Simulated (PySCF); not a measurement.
# BSiH5 (boranylsilane) at NEVPT2(8,8)/def2-SVP

What is the vertical ionisation energy of BSiH5 (boranylsilane) at NEVPT2(8,8)/def2-SVP? 

The calculation is run with PySCF 2.14.0.

2 further runs of the same task are left out: 2 set aside as unsound or not needed.

### Step 1. The system as given

The species is BSiH5 (7 atoms), meant as a singlet with charge 0. As SMILES, `B[SiH3]`. Geometry: relaxed at PBE0-D4/def2-TZVP.

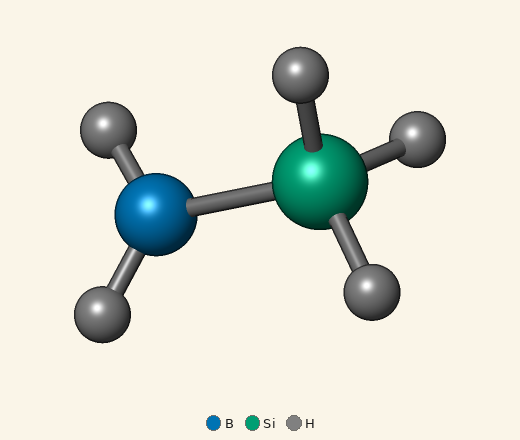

Viewed from a chosen angle; boron blue, silicon teal, hydrogen grey.

### Step 2. A single-point energy at NEVPT2(8,8)/def2-SVP

calc.py reads:

```python
import numpy
from pyscf import gto, scf, mp, mcscf, mrpt

mol = gto.Mole()
mol.atom = '''
B     -0.081636    -2.246884     0.386071
Si     0.168375     1.484002    -0.280624
H     -2.127832    -3.194771     0.548210
H      1.712848    -3.595204     0.633814
H     -1.164071     2.066227    -2.697017
H     -1.178433     2.866148     1.775587
H      2.786401     2.492171    -0.452589
'''
mol.charge = 0
mol.unit = 'bohr'
mol.basis = 'def2-svp'
mol.verbose = 3
mol.max_memory = 1860
mol.spin = 0
mol.build()

calc0 = scf.RHF(mol)
calc0.conv_tol = 1e-10
calc0.kernel()
if not calc0.converged:
    calc0 = calc0.newton().run(calc0.mo_coeff, calc0.mo_occ)

pt = mp.MP2(scf.addons.convert_to_uhf(calc0)).run()
noons, natorbs = mcscf.addons.make_natural_orbitals(pt)
print('natural occupations', numpy.round(noons[:40], 4))
cas = mcscf.CASSCF(calc0, 8, 8)
cas.fix_spin_(ss=0.0)
cas.natorb = True
cas.kernel(natorbs)
e_pt2 = mrpt.NEVPT(cas).kernel()
e_tot = cas.e_tot + e_pt2
print('E(%s) = %.9f' % ('NEVPT2', e_tot))
```

The run is started by

```console
$ OMP_NUM_THREADS=1 python calc.py
```

Standard output:

```text
converged SCF energy = -316.3696952252
E(UMP2) = -316.570199655626  E_corr = -0.200504430426059
E(SCS-UMP2) = -316.585846319901  E_corr = -0.216151094701187
natural occupations [2.0000e+00 1.9998e+00 1.9998e+00 1.9995e+00 1.9995e+00 1.9995e+00
 1.9810e+00 1.9770e+00 1.9735e+00 1.9725e+00 1.9718e+00 1.9629e+00
 1.5800e-02 1.5700e-02 1.5100e-02 1.2400e-02 1.0600e-02 1.0100e-02
 8.9000e-03 8.3000e-03 7.6000e-03 6.7000e-03 6.5000e-03 5.2000e-03
 4.6000e-03 4.0000e-03 3.9000e-03 3.6000e-03 2.6000e-03 2.5000e-03
 2.2000e-03 2.0000e-03 1.7000e-03 1.6000e-03 1.5000e-03 1.4000e-03
 1.0000e-03 8.0000e-04 7.0000e-04 6.0000e-04]
CASSCF energy = -316.422772800904
CASCI E = -316.422772800904  E(CI) = -12.5103699008977  S^2 = 0.0000000
Sr    (-1)',   E = -0.01541636572240
Si    (+1)',   E = -0.00054767241635
Sijrs (0)  ,   E = -0.04349729619399
Sijr  (+1) ,   E = -0.00613996185355
Srsi  (-1) ,   E = -0.02053715519669
Srs   (-2) ,   E = -0.04563454008193
Sij   (+2) ,   E = -0.00101034303742
Sir   (0)' ,   E = -0.01228474875507
Nevpt2 Energy = -0.145068083257395
E(NEVPT2) = -316.567840884
```

Run time: 14 s. Hardware: 1 thread of Arm Neoverse V2, shared host; peak memory 0.15 GiB.

### Step 3. The doublet cation at the same level

job.py reads:

```python
import numpy
from pyscf import gto, scf, mp, mcscf, mrpt

system = gto.M(
    atom=[
    ('B', (-0.043200, -1.189000, 0.204300)),
    ('Si', (0.089100, 0.785300, -0.148500)),
    ('H', (-1.126000, -1.690600, 0.290100)),
    ('H', (0.906400, -1.902500, 0.335400)),
    ('H', (-0.616000, 1.093400, -1.427200)),
    ('H', (-0.623600, 1.516700, 0.939600)),
    ('H', (1.474500, 1.318800, -0.239500)),
],
    max_memory=1860,
    verbose=3,
    basis='def2-svp',
    spin=1,
    charge=1,
)

mf = system.ROHF()
mf.conv_tol = 1e-10
mf.kernel()
if not mf.converged:
    mf = mf.newton().run(mf.mo_coeff, mf.mo_occ)

pt = mp.MP2(scf.addons.convert_to_uhf(mf)).run()
noons, natorbs = mcscf.addons.make_natural_orbitals(pt)
print('natural occupations', numpy.round(noons[:40], 4))
cas = mcscf.CASSCF(mf, 8, 7)
cas.fix_spin_(ss=0.75)
cas.natorb = True
cas.kernel(natorbs)
e_pt2 = mrpt.NEVPT(cas).kernel()
e_tot = cas.e_tot + e_pt2
print('E = %.10f Eh' % e_tot)
```

The run is started by

```console
$ OMP_NUM_THREADS=1 python job.py
```

Standard output:

```text
converged SCF energy = -315.992024331629
E(UMP2) = -316.168798779568  E_corr = -0.176774447939433
E(SCS-UMP2) = -316.184435324458  E_corr = -0.192410992829639
natural occupations [2.0000e+00 1.9998e+00 1.9998e+00 1.9995e+00 1.9995e+00 1.9995e+00
 1.9784e+00 1.9757e+00 1.9743e+00 1.9713e+00 1.9702e+00 9.9650e-01
 1.4500e-02 1.4100e-02 1.2200e-02 1.0200e-02 8.8000e-03 8.2000e-03
 7.7000e-03 6.5000e-03 6.1000e-03 5.8000e-03 4.9000e-03 4.5000e-03
 3.5000e-03 3.5000e-03 3.3000e-03 3.0000e-03 1.8000e-03 1.8000e-03
 1.6000e-03 1.5000e-03 1.5000e-03 1.3000e-03 1.1000e-03 9.0000e-04
 8.0000e-04 7.0000e-04 6.0000e-04 5.0000e-04]
CASSCF energy = -316.045235394274
CASCI E = -316.045235394274  E(CI) = -11.8552781639077  S^2 = 0.7500000
Sr    (-1)',   E = -0.01567965209614
Si    (+1)',   E = -0.00158788597730
Sijrs (0)  ,   E = -0.04322698737733
Sijr  (+1) ,   E = -0.00688297824126
Srsi  (-1) ,   E = -0.01954281696873
Srs   (-2) ,   E = -0.03127017815522
Sij   (+2) ,   E = -0.00083688253719
Sir   (0)' ,   E = -0.01180066875186
Nevpt2 Energy = -0.130828050105039
E = -316.1760634444 Eh
```

It took 7.2 s on 1 thread of Arm Neoverse V2, shared host; peak memory 0.16 GiB.

### Step 4. Outcome

At NEVPT2(8,8)/def2-SVP:

| quantity | value |
| --- | --- |
| singlet BSiH5: total energy | -316.56784 Eh |
| singlet BSiH5: dipole moment (Hartree–Fock density) | 0.58 D |
| singlet BSiH5: HOMO energy (Hartree–Fock orbitals) | -11.47 eV |
| singlet BSiH5: LUMO energy (Hartree–Fock orbitals) | 1.24 eV |
| singlet BSiH5: HOMO–LUMO gap (Hartree–Fock orbitals) | 12.71 eV |
| doublet cation: total energy | -316.17606 Eh |
| vertical ionisation energy (to the doublet cation) | 10.661 eV |

**Reading.** Removing an electron at fixed nuclei costs 10.66 eV (246 kcal/mol). Mulliken charges (singlet BSiH5) of the mean-field density run from -0.14 on H5 to +0.44 on Si2.
